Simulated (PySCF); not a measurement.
# The bond of GaF, level by level, part 2 of 2

PySCF 2.14.0; Ga def2-TZVPP, F def2-TZVPP; no relativity. The steps go on from the part before.

### Step 11. PW91

Log of the SCF at 1.792 Å:

```text
******** <class 'pyscf.dft.uks_symm.SymAdaptedUKS'> ********
method = SymAdaptedUKS
initial guess = minao
damping factor = 0
level_shift factor = 0
DIIS = <class 'pyscf.scf.diis.CDIIS'>
diis_start_cycle = 1
diis_space = 10
diis_damp = 0
SCF conv_tol = 1e-09
SCF conv_tol_grad = None
SCF max_cycles = 60
direct_scf = False
max_memory 2100 MB (current use 510 MB)
number electrons alpha = 20  beta = 20
XC library pyscf.dft.libxc version 7.0.0
    S. Lehtola, C. Steigemann, M. J.T. Oliveira, and M. A.L. Marques.,  SoftwareX 7, 1–5 (2018)
XC functionals = PW91,PW91
    J. P. Perdew. In P. Ziesche and H. Eschrig, editors, Proceedings of the 75. WE-Heraeus-Seminar and 21st Annual International Symposium on Electronic Structure of Solids, 11. Berlin, 1991. Akademie Verlag.
    J. P. Perdew, J. A. Chevary, S. H. Vosko, K. A. Jackson, M. R. Pederson, D. J. Singh, and C. Fiolhais.,  Phys. Rev. B 46, 6671 (1992)
    J. P. Perdew, J. A. Chevary, S. H. Vosko, K. A. Jackson, M. R. Pederson, D. J. Singh, and C. Fiolhais.,  Phys. Rev. B 48, 4978 (1993)
    J. P. Perdew. In P. Ziesche and H. Eschrig, editors, Proceedings of the 75. WE-Heraeus-Seminar and 21st Annual International Symposium on Electronic Structure of Solids, 11. Berlin, 1991. Akademie Verlag.
    J. P. Perdew, J. A. Chevary, S. H. Vosko, K. A. Jackson, M. R. Pederson, D. J. Singh, and C. Fiolhais.,  Phys. Rev. B 46, 6671 (1992)
    J. P. Perdew, J. A. Chevary, S. H. Vosko, K. A. Jackson, M. R. Pederson, D. J. Singh, and C. Fiolhais.,  Phys. Rev. B 48, 4978 (1993)
small_rho_cutoff = 0
Set gradient conv threshold to 3.16228e-05
init E= -2024.92288289999
cycle= 1 E= -2024.92436226702  delta_E= -0.00148  |g|= 0.0916  |ddm|= 0.108
cycle= 2 E= -2024.91821984708  delta_E= 0.00614  |g|= 0.178  |ddm|= 0.118
cycle= 3 E= -2024.92587343031  delta_E= -0.00765  |g|= 0.037  |ddm|= 0.0846
cycle= 4 E= -2024.92617519414  delta_E= -0.000302  |g|= 0.00872  |ddm|= 0.0181
cycle= 5 E= -2024.92620414054  delta_E= -2.89e-05  |g|= 0.00038  |ddm|= 0.00547
cycle= 6 E= -2024.92620418051  delta_E= -4e-08  |g|= 8.87e-05  |ddm|= 0.000432
cycle= 7 E= -2024.92620418344  delta_E= -2.93e-09  |g|= 8.55e-06  |ddm|= 6.42e-05
cycle= 8 E= -2024.92620418347  delta_E= -3.59e-11  |g|= 2.72e-06  |ddm|= 1.44e-05
Extra cycle  E= -2024.92620418345  delta_E= 1.96e-11  |g|= 7.6e-06  |ddm|= 6.11e-06
converged SCF energy = -2024.92620418345  <S^2> = -3.1974423e-14  2S+1 = 1
```

Re = 1.809 Å, ωe = 589 cm⁻¹, ωexe = 2.99 cm⁻¹, αe = 0.00268 cm⁻¹, Be = 0.3461 cm⁻¹, De = 6.34 eV, μ = -2.24 D. 9.8 s of CPU time for 12 points, integrals apart.

### Step 12. CAM-B3LYP

Output of the SCF at 1.792 Å:

```text
******** <class 'pyscf.dft.uks_symm.SymAdaptedUKS'> ********
method = SymAdaptedUKS
initial guess = minao
damping factor = 0
level_shift factor = 0
DIIS = <class 'pyscf.scf.diis.CDIIS'>
diis_start_cycle = 1
diis_space = 10
diis_damp = 0
SCF conv_tol = 1e-09
SCF conv_tol_grad = None
SCF max_cycles = 60
direct_scf = False
max_memory 2100 MB (current use 511 MB)
number electrons alpha = 20  beta = 20
XC library pyscf.dft.libxc version 7.0.0
    S. Lehtola, C. Steigemann, M. J.T. Oliveira, and M. A.L. Marques.,  SoftwareX 7, 1–5 (2018)
XC functionals = CAMB3LYP
    T. Yanai, D. P. Tew, and N. C. Handy.,  Chem. Phys. Lett. 393, 51 (2004)
small_rho_cutoff = 0
Set gradient conv threshold to 3.16228e-05
init E= -2024.89637348534
cycle= 1 E= -2024.8970406186  delta_E= -0.000667  |g|= 0.0323  |ddm|= 0.0468
cycle= 2 E= -2024.89694341082  delta_E= 9.72e-05  |g|= 0.0405  |ddm|= 0.0293
cycle= 3 E= -2024.8971939619  delta_E= -0.000251  |g|= 0.00247  |ddm|= 0.015
cycle= 4 E= -2024.89719570411  delta_E= -1.74e-06  |g|= 0.000734  |ddm|= 0.00128
cycle= 5 E= -2024.89719586859  delta_E= -1.64e-07  |g|= 7.84e-05  |ddm|= 0.000778
cycle= 6 E= -2024.89719587353  delta_E= -4.94e-09  |g|= 1.08e-05  |ddm|= 0.000156
cycle= 7 E= -2024.89719587362  delta_E= -9.37e-11  |g|= 1.93e-06  |ddm|= 1.6e-05
Extra cycle  E= -2024.89719587362  delta_E= 1.36e-12  |g|= 8.28e-07  |ddm|= 3.55e-06
converged SCF energy = -2024.89719587362  <S^2> = -2.8421709e-14  2S+1 = 1
```

Re = 1.785 Å, ωe = 623 cm⁻¹, ωexe = 3.12 cm⁻¹, αe = 0.00269 cm⁻¹, Be = 0.3551 cm⁻¹, De = 6.13 eV, μ = -2.30 D. 31 s of CPU time for 12 points, integrals apart.

### Step 13. RHF (mean field)

Output of the SCF at 1.792 Å:

```text
******** <class 'pyscf.scf.hf_symm.SymAdaptedRHF'> ********
method = SymAdaptedRHF
initial guess = minao
damping factor = 0
level_shift factor = 0
DIIS = <class 'pyscf.scf.diis.CDIIS'>
diis_start_cycle = 1
diis_space = 10
diis_damp = 0
SCF conv_tol = 1e-09
SCF conv_tol_grad = None
SCF max_cycles = 60
direct_scf = False
max_memory 2100 MB (current use 551 MB)
Overwritten attributes  get_jk get_hcore get_occ get_j get_k  of <class 'pyscf.scf.hf_symm.SymAdaptedRHF'>
Set gradient conv threshold to 3.16228e-05
init E= -2022.76893752433
cycle= 1 E= -2022.78766432795  delta_E= -0.0187  |g|= 0.148  |ddm|= 0.264
cycle= 2 E= -2022.78905669827  delta_E= -0.00139  |g|= 0.0929  |ddm|= 0.147
cycle= 3 E= -2022.78973518234  delta_E= -0.000678  |g|= 0.0126  |ddm|= 0.0369
cycle= 4 E= -2022.78977487989  delta_E= -3.97e-05  |g|= 0.00188  |ddm|= 0.0222
cycle= 5 E= -2022.78977636868  delta_E= -1.49e-06  |g|= 0.000932  |ddm|= 0.00314
cycle= 6 E= -2022.7897767068  delta_E= -3.38e-07  |g|= 0.000221  |ddm|= 0.00136
cycle= 7 E= -2022.78977673982  delta_E= -3.3e-08  |g|= 4.17e-05  |ddm|= 0.000399
cycle= 8 E= -2022.78977674088  delta_E= -1.06e-09  |g|= 8.17e-06  |ddm|= 6.08e-05
cycle= 9 E= -2022.78977674091  delta_E= -3.64e-11  |g|= 1.05e-06  |ddm|= 1.63e-05
Extra cycle  E= -2022.78977674091  delta_E=    0  |g|= 4.23e-07  |ddm|= 2.06e-06
converged SCF energy = -2022.78977674091
```

Re = 1.766 Å, ωe = 654 cm⁻¹, ωexe = 3.47 cm⁻¹, αe = 0.00277 cm⁻¹, Be = 0.3628 cm⁻¹, De = 4.21 eV, μ = -2.15 D. 3.8 s of CPU time for 12 points, integrals apart.

### Step 14. Adding correlation

Reference: RHF; core orbitals frozen: 10; virtual orbitals above 20 hartree dropped in coupled cluster: 1. MP2 keeps all virtuals, so it differs from the MP2 energy in the coupled-cluster log.

Log of the coupled-cluster run at 1.792 Å:

```text
******** <class 'pyscf.cc.ccsd.CCSD'> ********
CC2 = 0
CCSD nocc = 10, nmo = 68
frozen orbitals [0, 1, 2, 3, 4, 5, 6, 7, 8, 9, 78]
max_cycle = 80
direct = 0
conv_tol = 1e-07
conv_tol_normt = 1e-05
diis_space = 8
diis_start_cycle = 0
diis_start_energy_diff = 1e+09
max_memory 2100 MB (current use 511 MB)
Init t2, MP2 energy = -2023.24206645789  E_corr(MP2) -0.452289716978447
Init E_corr(CCSD) = -0.452289716978503
cycle = 1  E_corr(CCSD) = -0.432497300757838  dE = 0.0197924162  norm(t1,t2) = 0.0741095
cycle = 2  E_corr(CCSD) = -0.450121716866063  dE = -0.0176244161  norm(t1,t2) = 0.0271068
cycle = 3  E_corr(CCSD) = -0.448487273941729  dE = 0.00163444292  norm(t1,t2) = 0.0177902
cycle = 4  E_corr(CCSD) = -0.449799842257183  dE = -0.00131256832  norm(t1,t2) = 0.00595784
cycle = 5  E_corr(CCSD) = -0.450220095451035  dE = -0.000420253194  norm(t1,t2) = 0.00170795
cycle = 6  E_corr(CCSD) = -0.450171566515095  dE = 4.85289359e-05  norm(t1,t2) = 0.000601824
cycle = 7  E_corr(CCSD) = -0.45013153366143  dE = 4.00328537e-05  norm(t1,t2) = 0.000211583
cycle = 8  E_corr(CCSD) = -0.450136413102069  dE = -4.87944064e-06  norm(t1,t2) = 8.61691e-05
cycle = 9  E_corr(CCSD) = -0.450140750512655  dE = -4.33741059e-06  norm(t1,t2) = 1.96989e-05
cycle = 10  E_corr(CCSD) = -0.450140148571948  dE = 6.01940706e-07  norm(t1,t2) = 6.19829e-06
cycle = 11  E_corr(CCSD) = -0.450140070863213  dE = 7.77087357e-08  norm(t1,t2) = 2.45673e-06
CCSD converged
E(CCSD) = -2023.239916811777  E_corr = -0.4501400708632127
CCSD(T) correction = -0.016239147370757
```

Correlation energy (eV) along the bond:

| R (Å) | MP2 | SCS-MP2 | CCSD | CCSD(T) | T1 |
| --- | --- | --- | --- | --- | --- |
| 1.541 | -12.237 | -11.639 | n/a | n/a | n/a |
| 1.613 | -12.257 | -11.666 | -12.205 | -12.632 | 0.015 |
| 1.685 | -12.280 | -11.696 | -12.223 | -12.655 | 0.015 |
| 1.738 | -12.299 | -11.718 | -12.236 | -12.673 | 0.016 |
| 1.792 | -12.317 | -11.739 | -12.249 | -12.691 | 0.016 |
| 1.846 | -12.334 | -11.760 | -12.261 | -12.707 | 0.016 |
| 1.917 | -12.354 | -11.784 | -12.274 | -12.726 | 0.017 |
| 2.007 | -12.374 | -11.809 | -12.287 | -12.745 | 0.017 |
| 2.115 | -12.388 | -11.829 | -12.295 | -12.758 | 0.018 |
| 2.258 | -12.391 | -11.839 | n/a | n/a | n/a |

RHF-MP2: Re = 1.781 Å, ωe = 631 cm⁻¹, ωexe = 3.01 cm⁻¹, αe = 0.00266 cm⁻¹, Be = 0.3567 cm⁻¹, De = 6.32 eV.

RHF-SCS-MP2: Re = 1.784 Å, ωe = 628 cm⁻¹, ωexe = 3.03 cm⁻¹, αe = 0.00267 cm⁻¹, Be = 0.3556 cm⁻¹, De = 6.12 eV.

RHF-CCSD: Re = 1.777 Å, ωe = 639 cm⁻¹, ωexe = 3.11 cm⁻¹, αe = 0.00268 cm⁻¹, Be = 0.3585 cm⁻¹, De = 5.83 eV.

RHF-CCSD(T): Re = 1.781 Å, ωe = 634 cm⁻¹, ωexe = 3.05 cm⁻¹, αe = 0.00266 cm⁻¹, Be = 0.3570 cm⁻¹, De = 5.98 eV.

### Step 15. The curves together

Energy (eV) from each level's lowest point:

| R (Å) | RHF | RHF-MP2 | RHF-SCS-MP2 | RHF-CCSD | RHF-CCSD(T) | PBE | revPBE | PW91 | BLYP | r²SCAN | B3LYP | PBE0 | CAM-B3LYP |
| --- | --- | --- | --- | --- | --- | --- | --- | --- | --- | --- | --- | --- | --- |
| 1.541 | 0.926 | 1.006 | 1.027 | n/a | n/a | 1.156 | 1.218 | 1.141 | 1.243 | 1.000 | 1.108 | 1.021 | 1.022 |
| 1.613 | 0.366 | 0.426 | 0.439 | 0.409 | 0.425 | 0.535 | 0.578 | 0.525 | 0.595 | 0.425 | 0.499 | 0.441 | 0.439 |
| 1.685 | 0.085 | 0.121 | 0.128 | 0.111 | 0.120 | 0.187 | 0.212 | 0.181 | 0.223 | 0.122 | 0.165 | 0.132 | 0.130 |
| 1.738 | 0.003 | 0.021 | 0.024 | 0.015 | 0.020 | 0.053 | 0.067 | 0.051 | 0.074 | 0.022 | 0.042 | 0.026 | 0.025 |
| 1.792 | 0.000 | 0.000 | 0.000 | 0.000 | 0.000 | 0.000 | 0.003 | 0.000 | 0.006 | 0.000 | 0.000 | 0.000 | 0.000 |
| 1.846 | 0.057 | 0.039 | 0.036 | 0.045 | 0.040 | 0.007 | 0.000 | 0.010 | 0.000 | 0.038 | 0.018 | 0.033 | 0.034 |
| 1.917 | 0.197 | 0.159 | 0.152 | 0.171 | 0.161 | 0.086 | 0.066 | 0.091 | 0.063 | 0.154 | 0.110 | 0.143 | 0.147 |
| 2.007 | 0.439 | 0.381 | 0.369 | 0.401 | 0.385 | 0.258 | 0.225 | 0.267 | 0.218 | 0.371 | 0.299 | 0.351 | 0.359 |
| 2.115 | 0.782 | 0.710 | 0.692 | 0.736 | 0.715 | 0.530 | 0.482 | 0.542 | 0.472 | 0.689 | 0.588 | 0.661 | 0.674 |
| 2.258 | 1.269 | 1.195 | 1.169 | n/a | n/a | 0.942 | 0.877 | 0.957 | 0.862 | 1.152 | 1.018 | 1.116 | 1.134 |

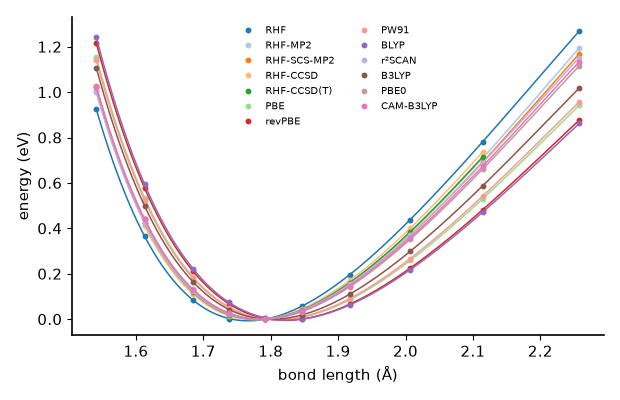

All levels on one scale; every curve starts from its own lowest point. Far from equilibrium a single determinant need not separate into the right atoms, and MP2 on it can jump.

### Step 16. Constants by level of theory

This closing draws on all 2 parts.

Lowest PBE0 solution found, without spin–orbit coupling: ¹Σ⁺ (singlet), closed shell. State 2 has its PBE0 minimum 3.84 eV higher. The other levels ran on the lowest alone.

| level | Re (Å) | ωe (cm⁻¹) | De (eV) | μ (D) |
| --- | --- | --- | --- | --- |
| RHF | 1.766 | 654 | 4.21 | -2.15 |
| RHF-MP2 | 1.781 | 631 | 6.32 | n/a |
| RHF-SCS-MP2 | 1.784 | 628 | 6.12 | n/a |
| RHF-CCSD | 1.777 | 639 | 5.83 | n/a |
| RHF-CCSD(T) | 1.781 | 634 | 5.98 | n/a |
| PBE | 1.811 | 587 | 6.29 | -2.23 |
| revPBE | 1.821 | 575 | 6.02 | -2.25 |
| PW91 | 1.809 | 589 | 6.34 | -2.24 |
| BLYP | 1.824 | 573 | 6.21 | -2.39 |
| r²SCAN | 1.782 | 626 | 6.12 | -2.05 |
| B3LYP | 1.800 | 602 | 6.03 | -2.38 |
| PBE0 | 1.787 | 619 | 5.94 | -2.22 |
| CAM-B3LYP | 1.785 | 623 | 6.13 | -2.30 |

De is counted to Ga + F in their ground configurations. A positive dipole means Ga(−)F(+).

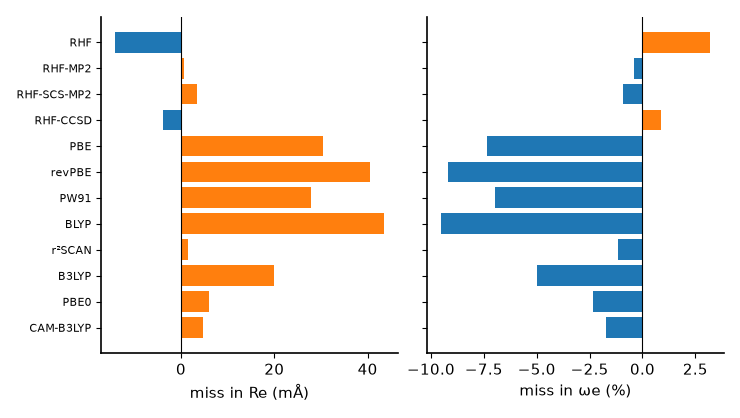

Differences in bond length and wavenumber from CCSD(T) in the same basis.

Time per point (s) on 1 thread, shared host (CPU time, shared integrals of 0.41 s apart; correlated levels include their reference; CCSD comes with the CCSD(T) run); the times are rough: RHF 0.32, RHF-MP2 0.52, RHF-SCS-MP2 0.52, PBE 1.2, revPBE 0.81, PW91 0.82, BLYP 0.82, r²SCAN 1.7, B3LYP 1.6, PBE0 2.5, CAM-B3LYP 2.6; the reference 11.

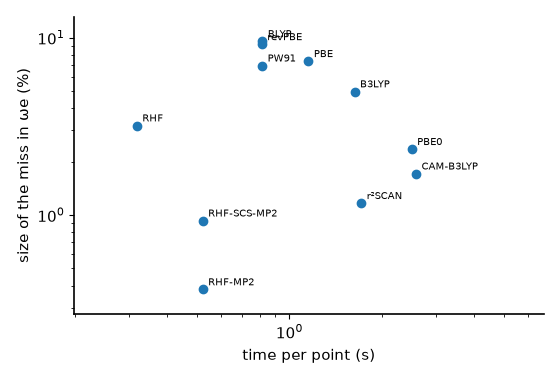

What each level's time buys in the wavenumber.

The cheapest levels within 10 mÅ and 2.5 % of CCSD(T): RHF-MP2 (0.52 s), RHF-SCS-MP2 (0.52 s). The dearest run takes 11 s.

In words: Judged by CCSD(T) in the same basis: best bond length RHF-MP2 (+1 mÅ), worst BLYP (+44 mÅ); best wavenumber RHF-MP2 (-0.4 %), worst BLYP (-9.5 %). Hartree–Fock falls on the short and stiff side, its usual fault. PBE gives a bond that is too long and too soft, as GGAs tend to. Of the levels with a De here, RHF gives the least (4.21 eV) and PW91 the most (6.34 eV).

Correlated steps freeze 10 core orbitals.
